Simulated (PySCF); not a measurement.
**CH6AsNSi (SMILES C=N[SiH2][AsH2]): CCSD(T)/6-31G**

Aim: the vertical singlet–triplet gap of CH6AsNSi at CCSD(T)/6-31G, from 2 runs. Input form: a Python script.

The calculation is run with PySCF 2.14.0.

## Step 1: The molecule

CH6AsNSi has 10 atoms, charge 0, and is taken as a singlet. As SMILES, `C=N[SiH2][AsH2]`. Geometry: a GFN2-xTB relaxation, a rough one for these elements and not checked as a minimum. This is one conformer, not always the lowest.

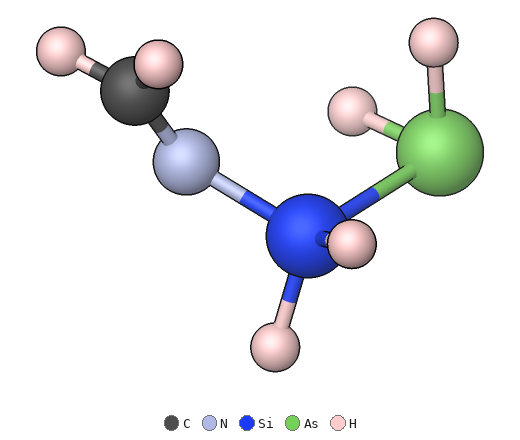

Viewed from a chosen angle; carbon dark grey, nitrogen light blue, silicon blue, arsenic green, hydrogen pink.

## Step 2: A single-point energy at CCSD(T)/6-31G

The input, job.py:

```python
# C=N[SiH2][AsH2]
from pyscf import gto, cc

mol = gto.M(
    atom='''
C   -0.373620   1.816330   0.315780
N   -0.711710   0.615450   0.377040
Si   0.101530  -0.853420   0.740950
As   0.433420  -1.941960  -1.296190
H    0.613310   2.202850   0.587050
H   -1.093960   2.555790  -0.027110
H    1.379020  -0.737010   1.470980
H   -0.880140  -1.537570   1.586610
H   -0.762030  -1.288340  -1.918820
H    1.294180  -0.832120  -1.836300
''',
    charge=0,
    verbose=4,
    basis='6-31g',
    spin=0,
    max_memory=1860,
)

mf = mol.RHF()
mf.conv_tol = 1e-10
mf.kernel()
if not mf.converged:
    mf = mf.newton().run(mf.mo_coeff, mf.mo_occ)

mycc = cc.CCSD(mf, frozen=16)
mycc.kernel()
e_t = mycc.ccsd_t()
etot = mycc.e_tot + e_t
print('E(%s) = %.9f' % ('CCSD(T)', etot))
```

Command:

```sh
$ OMP_NUM_THREADS=1 python job.py
```

The program printed:

```text
PySCF version 2.14.0

[INPUT] num. atoms = 10
[INPUT] num. electrons = 66
[INPUT] charge = 0
[INPUT] spin (= nelec alpha-beta = 2S) = 0
[INPUT] symmetry False subgroup None
[INPUT] Mole.unit = angstrom
[INPUT] Symbol           X                Y                Z      unit          X                Y                Z       unit  Magmom
[INPUT]  1 C     -0.373620000000   1.816330000000   0.315780000000 AA   -0.706039474660   3.432366251831   0.596737715615 Bohr   0.0
[INPUT]  2 N     -0.711710000000   0.615450000000   0.377040000000 AA   -1.344936980114   1.163031943364   0.712502338006 Bohr   0.0
[INPUT]  3 Si     0.101530000000  -0.853420000000   0.740950000000 AA    0.191863893427  -1.612730069226   1.400192571996 Bohr   0.0
[INPUT]  4 As     0.433420000000  -1.941960000000  -1.296190000000 AA    0.819045096909  -3.669772544860  -2.449444105400 Bohr   0.0
[INPUT]  5 H      0.613310000000   2.202850000000   0.587050000000 AA    1.158987929457   4.162783193498   1.109363721426 Bohr   0.0
[INPUT]  6 H     -1.093960000000   2.555790000000  -0.027110000000 AA   -2.067284791229   4.829743131902  -0.051230475237 Bohr   0.0
[INPUT]  7 H      1.379020000000  -0.737010000000   1.470980000000 AA    2.605970120298  -1.392747051066   2.779749334713 Bohr   0.0
[INPUT]  8 H     -0.880140000000  -1.537570000000   1.586610000000 AA   -1.663223551275  -2.905586197348   2.998258366496 Bohr   0.0
[INPUT]  9 H     -0.762030000000  -1.288340000000  -1.918820000000 AA   -1.440027998702  -2.434609755322  -3.626044282338 Bohr   0.0
[INPUT] 10 H      1.294180000000  -0.832120000000  -1.836300000000 AA    2.445645755890  -1.572478902773  -3.470104082539 Bohr   0.0

nuclear repulsion = 313.378472710524
number of shells = 40
number of NR pGTOs = 204
number of NR cGTOs = 70
basis = 6-31g
ecp = {}

******** <class 'pyscf.scf.hf.RHF'> ********
method = RHF
initial guess = minao
damping factor = 0
level_shift factor = 0
DIIS = <class 'pyscf.scf.diis.CDIIS'>
diis_start_cycle = 1
diis_space = 8
diis_damp = 0
SCF conv_tol = 1e-10
SCF conv_tol_grad = None
SCF max_cycles = 50
direct_scf = True
direct_scf_tol = 1e-13
Set gradient conv threshold to 1e-05
Initial guess from minao.
init E= -2618.06709653027
  HOMO = -0.24148709958083  LUMO = 0.0124523073588105  gap/eV = 6.91004
cycle= 1 E= -2618.38440140614  delta_E= -0.317  |g|= 0.391  |ddm|= 2.93
  HOMO = -0.341410491757566  LUMO = 0.0887919358343363  gap/eV = 11.70640
cycle= 2 E= -2618.42803165692  delta_E= -0.0436  |g|= 0.225  |ddm|= 0.694
  HOMO = -0.353239099805505  LUMO = 0.100813999185324  gap/eV = 12.35541
cycle= 3 E= -2618.43866363974  delta_E= -0.0106  |g|= 0.0484  |ddm|= 0.238
  HOMO = -0.352337044966112  LUMO = 0.110520224368879  gap/eV = 12.59499
cycle= 4 E= -2618.43978240147  delta_E= -0.00112  |g|= 0.0182  |ddm|=  0.1
  HOMO = -0.352865550424525  LUMO = 0.108943759087897  gap/eV = 12.56647
cycle= 5 E= -2618.43992251991  delta_E= -0.00014  |g|= 0.0061  |ddm|= 0.0384
  HOMO = -0.35368642478607  LUMO = 0.108700607744248  gap/eV = 12.58219
cycle= 6 E= -2618.43994820681  delta_E= -2.57e-05  |g|= 0.00263  |ddm|= 0.0162
  HOMO = -0.353893863230527  LUMO = 0.10884307198684  gap/eV = 12.59171
cycle= 7 E= -2618.43995340331  delta_E= -5.2e-06  |g|= 0.000692  |ddm|= 0.00807
  HOMO = -0.353902938128461  LUMO = 0.108795971261864  gap/eV = 12.59068
cycle= 8 E= -2618.4399537607  delta_E= -3.57e-07  |g|= 0.000175  |ddm|= 0.00211
  HOMO = -0.353911531418873  LUMO = 0.108793209464107  gap/eV = 12.59084
cycle= 9 E= -2618.43995378082  delta_E= -2.01e-08  |g|= 3.89e-05  |ddm|= 0.000536
  HOMO = -0.353912237325693  LUMO = 0.108790544159363  gap/eV = 12.59078
cycle= 10 E= -2618.43995378221  delta_E= -1.39e-09  |g|= 9.28e-06  |ddm|= 0.000163
  HOMO = -0.353911170267048  LUMO = 0.108790300259308  gap/eV = 12.59075
cycle= 11 E= -2618.43995378229  delta_E= -8.28e-11  |g|= 2.6e-06  |ddm|= 4.08e-05
  HOMO = -0.353911572038088  LUMO = 0.108790277935707  gap/eV = 12.59076
Extra cycle  E= -2618.43995378229  delta_E= -1.36e-12  |g|= 1.28e-06  |ddm|= 5.96e-06
converged SCF energy = -2618.43995378229

******** <class 'pyscf.cc.ccsd.CCSD'> ********
CC2 = 0
CCSD nocc = 17, nmo = 54
frozen orbitals 16
max_cycle = 50
direct = 0
conv_tol = 1e-07
conv_tol_normt = 1e-05
diis_space = 6
diis_start_cycle = 0
diis_start_energy_diff = 1e+09
Init t2, MP2 energy = -2618.88964900928  E_corr(MP2) -0.449695226985674
Init E_corr(CCSD) = -0.449695226986513
cycle = 1  E_corr(CCSD) = -0.460523351501247  dE = -0.0108281245  norm(t1,t2) = 0.0668658
cycle = 2  E_corr(CCSD) = -0.476397501929649  dE = -0.0158741504  norm(t1,t2) = 0.0249704
cycle = 3  E_corr(CCSD) = -0.481321580331476  dE = -0.0049240784  norm(t1,t2) = 0.0116679
cycle = 4  E_corr(CCSD) = -0.483121748022001  dE = -0.00180016769  norm(t1,t2) = 0.00379701
cycle = 5  E_corr(CCSD) = -0.483076224372538  dE = 4.55236495e-05  norm(t1,t2) = 0.00119941
cycle = 6  E_corr(CCSD) = -0.483011127642243  dE = 6.50967303e-05  norm(t1,t2) = 0.000327398
cycle = 7  E_corr(CCSD) = -0.483014072512166  dE = -2.94486992e-06  norm(t1,t2) = 0.000132223
cycle = 8  E_corr(CCSD) = -0.483023761370466  dE = -9.6888583e-06  norm(t1,t2) = 5.11279e-05
cycle = 9  E_corr(CCSD) = -0.483020951844626  dE = 2.80952584e-06  norm(t1,t2) = 2.61145e-05
cycle = 10  E_corr(CCSD) = -0.483021547817244  dE = -5.95972618e-07  norm(t1,t2) = 1.44304e-05
cycle = 11  E_corr(CCSD) = -0.48302139121393  dE = 1.56603315e-07  norm(t1,t2) = 6.72952e-06
cycle = 12  E_corr(CCSD) = -0.48302121195836  dE = 1.79255569e-07  norm(t1,t2) = 3.16583e-06
cycle = 13  E_corr(CCSD) = -0.48302114312224  dE = 6.883612e-08  norm(t1,t2) = 1.38958e-06
CCSD converged
E(CCSD) = -2618.922974925415  E_corr = -0.4830211431222402
CCSD(T) correction = -0.0103080938754596
E(CCSD(T)) = -2618.933283019
```

It took 12 s on 1 thread of Arm Neoverse V2, shared host; peak memory 0.24 GiB.

## Step 3: The triplet

The input, job.py:

```python
from pyscf import gto, scf, cc

molecule = gto.M(
    atom='''
C     -0.706039     3.432366     0.596738
N     -1.344937     1.163032     0.712502
Si     0.191864    -1.612730     1.400193
As     0.819045    -3.669773    -2.449444
H      1.158988     4.162783     1.109364
H     -2.067285     4.829743    -0.051230
H      2.605970    -1.392747     2.779749
H     -1.663224    -2.905586     2.998258
H     -1.440028    -2.434610    -3.626044
H      2.445646    -1.572479    -3.470104
''',
    verbose=3,
    spin=2,
    max_memory=1860,
    basis='6-31g',
    unit='bohr',
)

calc0 = scf.UHF(molecule)
calc0.conv_tol = 1e-10
calc0.kernel()
if not calc0.converged:
    calc0 = calc0.newton().run(calc0.mo_coeff, calc0.mo_occ)

mycc = cc.CCSD(calc0, frozen=16)
mycc.kernel()
e_t = mycc.ccsd_t()
e_tot = mycc.e_tot + e_t
print(f'total energy: {e_tot:.8f} hartree')
```

Command:

```sh
$ OMP_NUM_THREADS=1 python job.py
```

The program printed:

```text
WARN: HOMO 0.0124523450699692 >= LUMO -0.241487117712814

converged SCF energy = -2618.34186168098  <S^2> = 2.0156541  2S+1 = 3.010418
E(UCCSD) = -2618.789061551925  E_corr = -0.4471998709421247
UCCSD(T) correction = -0.00792247852710078
total energy: -2618.79698403 hartree
```

Run time: 69 s. Hardware: 1 thread of Arm Neoverse V2, shared host; peak memory 0.47 GiB.

## Step 4: Summary of results

Level: CCSD(T)/6-31G, 16 core orbitals frozen.

```
                                                           quantity           value
                                              singlet: total energy  -2618.93328 Eh
                      singlet: dipole moment (Hartree–Fock density)          2.37 D
                       singlet: HOMO energy (Hartree–Fock orbitals)        -9.63 eV
                       singlet: LUMO energy (Hartree–Fock orbitals)         2.96 eV
                     singlet: HOMO–LUMO gap (Hartree–Fock orbitals)        12.59 eV
              singlet: correlation energy (16 core orbitals frozen)      -493.3 mEh
                                            singlet: (T) correction      -10.31 mEh
                                             singlet: T1 diagnostic           0.010
                                              triplet: total energy  -2618.79698 Eh
                      triplet: dipole moment (Hartree–Fock density)          1.10 D
triplet: HOMO energy (Hartree–Fock orbitals) (highest over α and β)        -6.75 eV
 triplet: LUMO energy (Hartree–Fock orbitals) (lowest over α and β)         1.34 eV
              triplet: correlation energy (16 core orbitals frozen)      -455.1 mEh
                                            triplet: (T) correction       -7.92 mEh
                         triplet: ⟨S²⟩ of the reference determinant           2.016
                                             triplet: T1 diagnostic           0.016
                   vertical energy of the triplet above the singlet        3.709 eV
```

What this shows: At this shape the triplet lies 3.71 eV (358 kJ/mol) above the singlet. The triples (singlet) make up 2.1 % of the correlation energy. The triples (triplet) make up 1.7 % of the correlation energy.
